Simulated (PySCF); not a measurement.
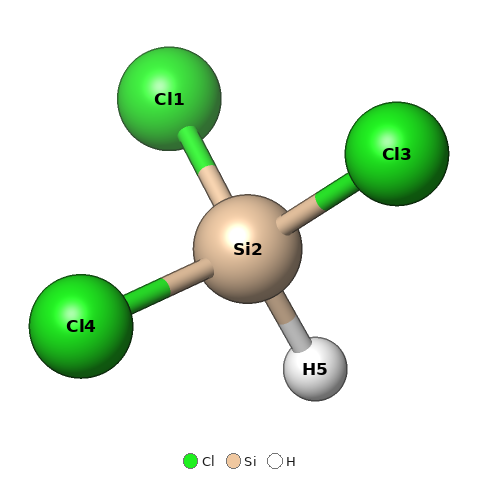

The computed structure is the end point of a PBE0-D3(BJ)/def2-SVP optimisation. No frequency run is at hand to confirm it as a minimum. Level of theory: delta-SCF UKS SCAN, pcX-2 on the ionised atom, pcseg-1 elsewhere, spin-free X2C (PySCF 2.14.0).

Give the core-electron binding energies (to vacuum; p and d levels without spin–orbit splitting) of Cl1 1s, Cl1 2p, Si2 1s, Si2 2p.

| atom | level | binding energy (eV) |
| --- | --- | --- |
| Cl1 | 1s | 2829.4 |
| Cl1 | 2p | 207.3 |
| Si2 | 1s | 1849.9 |
| Si2 | 2p | 110.0 |
